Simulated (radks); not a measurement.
Run report: Tc⁺, atomic calculation

Tc⁺, configuration [Kr] 4d5 5s1. Computed at this level: scalar-relativistic Kohn-Sham, r2SCAN, spin-polarised, spherical densities, finite nucleus (radks).

**Input**
```
Z 43
configuration [Kr] 4d5 5s1
relativity scalar-relativistic
functional r2scan,r2scan
spin polarised
nucleus finite rms 4.4112 fm
c 137.035999084
mesh_end 8
max_iterations 89
```

Energies in input and log are in hartree, lengths in bohr (the nuclear radius in fm).

Hardware: 1 thread of Arm Neoverse V1, 23 GiB of memory available, shared host.

The run was one of a batch that the task file lists, launched with:
```bash
python <driver script> task.json out
```

**Log**
```
1s      1   1.0000        -768.79715785
2s      1   1.0000        -110.37919821
2p      1   3.0000         -98.71548897
3s      1   1.0000         -19.63948543
3p      1   3.0000         -15.77743675
3d      1   5.0000          -9.54972597
4s      1   1.0000          -3.09772035
4p      1   3.0000          -2.04706877
4d      1   5.0000          -0.57880193
5s      1   1.0000          -0.45570667
1s      2   1.0000        -768.79757309
2s      2   1.0000        -110.34522911
2p      2   3.0000         -98.69078372
3s      2   1.0000         -19.62859661
3p      2   3.0000         -15.76297274
3d      2   5.0000          -9.52186961
4s      2   1.0000          -2.94471332
4p      2   3.0000          -1.87705541
4d      2   0.0000          -0.37240590
5s      2   0.0000          -0.26882402
Etot -4286.086779849696
Ekin 4425.82559544275
Encl -10318.233369217016
Eh 1735.0935963630666
Exc -128.77260243849526
err 2.4196479109767027e-06
it 12
```

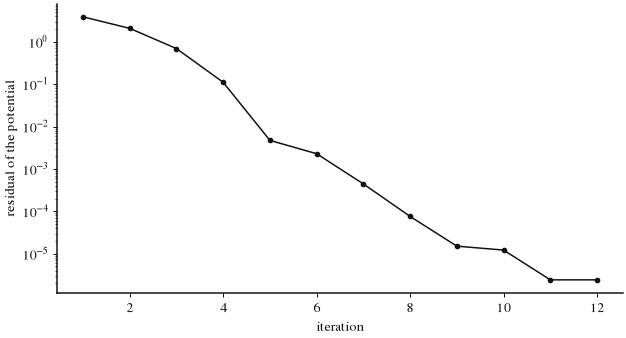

*Convergence: residual of the potential against the iteration.*

The residual falls almost steadily, with no more than small rises or pauses. It goes from 3.9 to 2.4×10⁻⁶ in 12 steps.

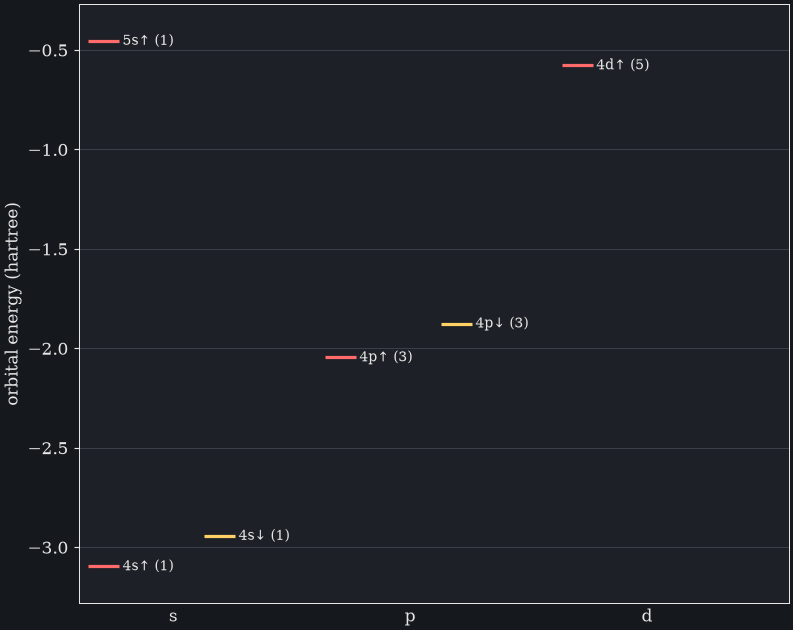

*The outer levels are drawn (occupations in brackets, up spins at the left of each column and down spins at the right). They are the filled levels of this odd run.*

The highest occupied level is 5s up at −0.456 hartree. The highest 4 occupied levels, from the top down, are 5s up (−0.456 hartree), 4d up (−0.579 hartree), 4p down (−1.88 hartree), 4p up (−2.05 hartree). The largest exchange splitting (down less up) among the shells drawn in both spins is that of 4p, 0.170 hartree.

**Outcome**

```tsv
quantity	value
outcome	converged
total energy	−4286.0868 hartree
kinetic energy	4425.8256 hartree
electron–nucleus energy	−10318.2334 hartree
Hartree energy	1735.0936 hartree
exchange–correlation energy	−128.772602 hartree
radius at density 0.001 e/bohr³	4.15 bohr
SCF iterations	12
```

**What is odd here**

A numerical setting was moved from its usual value: mesh end rmax = 8. The program ran to the end. Its total energy differs from that of the same run with the usual input (−4286.08726 hartree) by +0.00048 hartree, a small shift.
